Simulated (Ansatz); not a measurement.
# triplet CH4AlNO: levels of theory compared

Aim: a comparison of 6 runs (UHF/3-21G, UHF/def2-SVPD, UB3LYP/6-31G*, U-revPBE/def2-SVPD, U-wB97X/def2-SVPD, UCCSD/def2-SVPD) of triplet CH4AlNO. 

Program for the calculation: Ansatz 0.2.0.

93 further runs of the same task are left out: 93 set aside as unsound or not needed.

## (1) The molecule

CH4AlNO: 8 atoms, total charge 0, spin state triplet. As SMILES of the parent species, `C1[NH][AlH][O]1`. The shape is that of a PBE0-D4/def2-TZVP optimisation. That shape belongs to the parent species and isn't relaxed for this state.

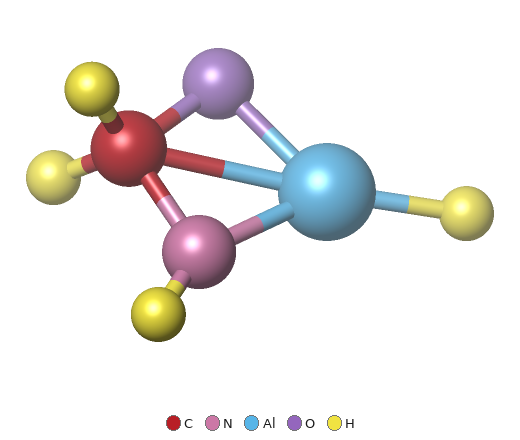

Viewed from a chosen angle; carbon red, nitrogen pink, aluminium blue, oxygen purple, hydrogen yellow.

## (2) The energy at UHF/3-21G (run 1)

File in.yaml:

```yaml
basis:
  gaussian:
    orbitals: 3-21G.json
crystal:
  periodic: [false, false, false]
  atoms:
    - symbol: C
      position_ang: [-0.254000, 0.762000, -0.440000]
    - symbol: N
      position_ang: [0.576900, 0.253100, 0.654700]
    - symbol: Al
      position_ang: [0.036100, -1.359500, 0.209100]
    - symbol: O
      position_ang: [-0.820500, -0.429100, -0.975000]
    - symbol: H
      position_ang: [0.332400, 1.276900, -1.213500]
    - symbol: H
      position_ang: [-1.052500, 1.431000, -0.090700]
    - symbol: H
      position_ang: [1.107700, 0.887000, 1.221500]
    - symbol: H
      position_ang: [0.166000, -2.878600, 0.578000]
hamiltonian:
  xc: hf
magnetization:
  spin_polarized: true
  initial_magnetization: 2
accuracy: high
output: {orbitals: {seedname: orbitals}}
```

The basis set 3-21G is read from a file made from the Basis Set Exchange's data (not shown).

On the command line:

```
$ ansatz run in.yaml --threads 1 --pin off --max-ram 3480MiB --events-out events.jsonl --progress --plain --runs-dir runs
```

Log:

```text
Warning: RAYON_NUM_THREADS=1 ignored (pool sized by the plan → 1); use --threads N
Functional definition: HF
  name "HF"
  exchange = exact_x
  correlation = 0
1160 factors; integrals over basis functions are off by at most 3.7e-9 eV
mean field evaluation 1: about -11124.2949 eV, gradient 2.7e1 eV
mean field evaluation 2: about -11124.7020 eV, gradient 2.7e1 eV
mean field evaluation 4: about -11128.8351 eV, gradient 4.1e0 eV
mean field evaluation 8: about -11129.6100 eV, gradient 8.3e-1 eV
mean field evaluation 16: about -11129.6875 eV, gradient 3.3e-2 eV
mean field evaluation 32: about -11130.4322 eV, gradient 1.5e-7 eV
mean field evaluation 64: about -11129.8047 eV, gradient 9.7e-1 eV
mean field evaluation 96: about -11127.9305 eV, gradient 1.7e1 eV
mean field evaluation 128: about -11123.7788 eV, gradient 2.2e1 eV
mean field evaluation 160: about -11127.4391 eV, gradient 7.9e0 eV
mean field evaluation 192: about -11128.6216 eV, gradient 4.2e0 eV
mean field evaluation 224: about -11124.2949 eV, gradient 2.7e1 eV
mean field evaluation 256: about -11129.6872 eV, gradient 2.7e-5 eV
mean field -11130.43221293 eV, -409.0358393473 hartree, gradient 7.1e-8 eV, S^2 2.031841; 6 other end points of the search recorded, 0 dependent functions left out
reference -11130.43221293 eV, -409.0358393473 hartree; 20, 18 occupied and 28, 30 virtual orbitals, 1160 factors
Total energy: -11130.43221293 eV, -409.0358393473 hartree
```

It took 3.3 s on 1 thread of Arm Neoverse V2, shared host; peak memory 0.15 GiB.

## (3) A single-point energy at UHF/def2-SVPD (run 2)

File input.yaml:

```yaml
crystal:
  periodic: [false, false, false]
  atoms:
    - {symbol: C, position_ang: [-0.254000, 0.762000, -0.440000]}
    - {symbol: "N", position_ang: [0.576900, 0.253100, 0.654700]}
    - {symbol: Al, position_ang: [0.036100, -1.359500, 0.209100]}
    - {symbol: O, position_ang: [-0.820500, -0.429100, -0.975000]}
    - {symbol: H, position_ang: [0.332400, 1.276900, -1.213500]}
    - {symbol: H, position_ang: [-1.052500, 1.431000, -0.090700]}
    - {symbol: H, position_ang: [1.107700, 0.887000, 1.221500]}
    - {symbol: H, position_ang: [0.166000, -2.878600, 0.578000]}
basis:
  gaussian:
    orbitals: def2-SVPD
magnetization:
  spin_polarized: true
  initial_magnetization: 2
hamiltonian:
  xc: hf
accuracy: high
output: {orbitals: {seedname: orbitals}}
```

On the command line:

```
$ ansatz run input.yaml --threads 1 --pin off --max-ram 3480MiB --events-out events.jsonl --progress --plain --runs-dir runs
```

Log:

```text
Warning: RAYON_NUM_THREADS=1 ignored (pool sized by the plan → 1); use --threads N
[... 4 set-up lines as earlier in the session ...]
2397 factors; integrals over basis functions are off by at most 3.4e-9 eV
mean field evaluation 1: about -11180.8738 eV, gradient 2.9e1 eV
mean field evaluation 2: about -11180.8813 eV, gradient 2.9e1 eV
mean field evaluation 4: about -11185.6214 eV, gradient 4.6e0 eV
mean field evaluation 8: about -11186.3557 eV, gradient 4.7e-1 eV
mean field evaluation 16: about -11186.4017 eV, gradient 1.9e-2 eV
mean field evaluation 32: about -11186.7877 eV, gradient 6.6e-3 eV
mean field evaluation 64: about -11186.4361 eV, gradient 8.2e-1 eV
mean field evaluation 96: about -11186.7875 eV, gradient 7.9e-3 eV
mean field evaluation 128: about -11186.7505 eV, gradient 2.8e-1 eV
mean field evaluation 160: about -11185.4642 eV, gradient 8.5e-1 eV
mean field evaluation 192: about -11180.9907 eV, gradient 2.1e1 eV
mean field evaluation 224: about -11184.0303 eV, gradient 2.0e0 eV
mean field evaluation 256: about -11186.7875 eV, gradient 6.5e-3 eV
mean field evaluation 288: about -11184.8883 eV, gradient 1.3e0 eV
mean field evaluation 320: about -11182.8284 eV, gradient 4.3e0 eV
mean field evaluation 352: about -11186.4017 eV, gradient 6.0e-4 eV
mean field -11186.78766399 eV, -411.1068639746 hartree, gradient 5.5e-8 eV, S^2 2.043254; 4 other end points of the search recorded, 0 dependent functions left out
reference -11186.78766399 eV, -411.1068639746 hartree; 20, 18 occupied and 99, 101 virtual orbitals, 2397 factors
Total energy: -11186.78766399 eV, -411.1068639746 hartree
```

Run time: 37 s. Hardware: 1 thread of Arm Neoverse V2, shared host; peak memory 0.49 GiB.

Runs 3 to 4 aren't shown in full; the table further down has their settings and results.

## (4) A single-point energy at U-wB97X/def2-SVPD (run 5)

File run.yaml:

```yaml
crystal:
  periodic: [false, false, false]
  atoms:
    - {symbol: C, position_ang: [-0.254000, 0.762000, -0.440000]}
    - {symbol: N, position_ang: [0.576900, 0.253100, 0.654700]}
    - {symbol: Al, position_ang: [0.036100, -1.359500, 0.209100]}
    - {symbol: O, position_ang: [-0.820500, -0.429100, -0.975000]}
    - {symbol: H, position_ang: [0.332400, 1.276900, -1.213500]}
    - {symbol: H, position_ang: [-1.052500, 1.431000, -0.090700]}
    - {symbol: H, position_ang: [1.107700, 0.887000, 1.221500]}
    - {symbol: H, position_ang: [0.166000, -2.878600, 0.578000]}
basis:
  gaussian: {orbitals: def2-SVPD}
magnetization: {spin_polarized: true, initial_magnetization: 2}
hamiltonian: {xc: {name: wB97X}}
accuracy: high
output: {orbitals: {seedname: orbitals}}
```

On the command line:

```
$ ansatz run run.yaml --threads 1 --pin off --max-ram 3480MiB --events-out events.jsonl --progress --plain --runs-dir runs
```

Log:

```text
Warning: RAYON_NUM_THREADS=1 ignored (pool sized by the plan → 1); use --threads N
Functional definition: wB97X
  name "wB97X"
  parameter omega = 0.3/bohr
  parameter cx = 0.157706
  parameter cx1 = 0.726479
  parameter cx2 = 1.04760
  parameter cx3 = -5.70635
  parameter cx4 = 13.2794
  parameter css1 = -4.33879
  parameter css2 = 18.2308
  parameter css3 = -31.7430
  parameter css4 = 17.2901
  parameter cos1 = 2.37031
  parameter cos2 = -11.3995
  parameter cos3 = 6.58405
  parameter cos4 = -3.78132
  exchange = spin_sum(e_x_unif_sr(omega)*poly(b97_u_x, 1 - cx, cx1, cx2, cx3, cx4)) + cx*exact_x_sr(omega)
      + exact_x_lr(omega)
  correlation = spin_sum(e_c_pw_same_spin*poly(b97_u_same, 1, css1, css2, css3, css4))
      + integral(e_c_pw_opposite_spin*poly(b97_u_opposite, 1, cos1, cos2, cos3, cos4))
2397 factors; integrals over basis functions are off by at most 3.4e-9 eV
492 factors; integrals over basis functions are off by at most 1.6e-9 eV
mean field evaluation 1: about -11218.6469 eV, gradient 3.7e1 eV
mean field evaluation 2: about -11216.3029 eV, gradient 4.7e1 eV
mean field evaluation 4: about -11224.2410 eV, gradient 2.4e0 eV
mean field evaluation 8: about -11224.5651 eV, gradient 7.7e-1 eV
mean field evaluation 16: about -11224.7109 eV, gradient 1.2e-1 eV
mean field evaluation 32: about -11225.1149 eV, gradient 4.3e-1 eV
mean field -11225.11736522 eV, -412.5154545138 hartree, gradient 3.3e-8 eV, S^2 2.010736; 6 other end points of the search recorded, 0 dependent functions left out
reference -11225.11736258 eV, -412.5154544169 hartree; 20, 18 occupied and 99, 101 virtual orbitals, 2397 factors
Total energy: -11225.11736258 eV, -412.5154544169 hartree
```

Wall time 2.2 min (1 thread of Arm Neoverse V2, shared host); peak memory 1.1 GiB.

## (5) The energy at UCCSD/def2-SVPD (run 6)

File molecule.yaml:

```yaml
crystal:
  periodic: [false, false, false]
  atoms:
    - {symbol: C, position_ang: [-0.254000, 0.762000, -0.440000]}
    - {symbol: "N", position_ang: [0.576900, 0.253100, 0.654700]}
    - {symbol: Al, position_ang: [0.036100, -1.359500, 0.209100]}
    - {symbol: O, position_ang: [-0.820500, -0.429100, -0.975000]}
    - {symbol: H, position_ang: [0.332400, 1.276900, -1.213500]}
    - {symbol: H, position_ang: [-1.052500, 1.431000, -0.090700]}
    - {symbol: H, position_ang: [1.107700, 0.887000, 1.221500]}
    - {symbol: H, position_ang: [0.166000, -2.878600, 0.578000]}
basis:
  gaussian:
    orbitals: def2-SVPD
magnetization:
  spin_polarized: true
  initial_magnetization: 2
correlation:
  method: ccsd
  frozen_orbitals: {Al: 5, C: 1, H: 0, "N": 1, O: 1}
accuracy: high
scf:
  omitted_lower_state_checks: [cluster_reference, increment]
```

On the command line:

```
$ ansatz run molecule.yaml --threads 1 --pin off --max-ram 3480MiB --events-out events.jsonl --progress --plain --runs-dir runs
```

Log:

```text
Warning: RAYON_NUM_THREADS=1 ignored (pool sized by the plan → 1); use --threads N
[... 18 lines left out ...]
8 core orbitals not correlated: weight in the atoms' cores, before any rotation towards them, 1.000 or more for the frozen orbitals, at most 0.000 for the correlated occupied ones
[... 48 lines left out ...]
Total energy: -11202.34508135 eV, -411.6785885174 hartree
Checks for a lower state left out: cluster_reference, increment
```

Wall time 3.5 min (1 thread of Arm Neoverse V2, shared host); peak memory 2.5 GiB.

## (6) All runs side by side

| run | level | Cartesian functions | frozen core orbitals | energy (Eh) | HOMO energy (eV) | ⟨S²⟩ | wall time |
| --- | --- | --- | --- | --- | --- | --- | --- |
| 1 | UHF/3-21G | no | – | -409.035839 | -3.87 | 2.032 | 3.3 s |
| 2 | UHF/def2-SVPD | no | – | -411.106864 | -4.06 | 2.043 | 37 s |
| 3 | UB3LYP/6-31G* (Cartesian functions) | yes | – | -412.765405 | -2.01 | 2.008 | 20 s |
| 4 | U-revPBE/def2-SVPD | no | – | -412.477165 | -1.64 | 2.010 | 34 s |
| 5 | U-wB97X/def2-SVPD | no | – | -412.515454 | -4.03 | 2.011 | 2.2 min |
| 6 | UCCSD/def2-SVPD | no | 8 | -411.678589 | – | 2.043 | 3.5 min |

## (7) Summary of results

```
                                          quantity          value
                               run 6: total energy  -411.67859 Eh
run 6: correlation energy (8 core orbitals frozen)     -571.7 mEh
          run 6: ⟨S²⟩ of the reference determinant          2.043
                              run 6: T1 diagnostic          0.026
```

Totals of different functionals can't be ranked against each other. All runs together took 7.3 min, the longest 3.5 min.
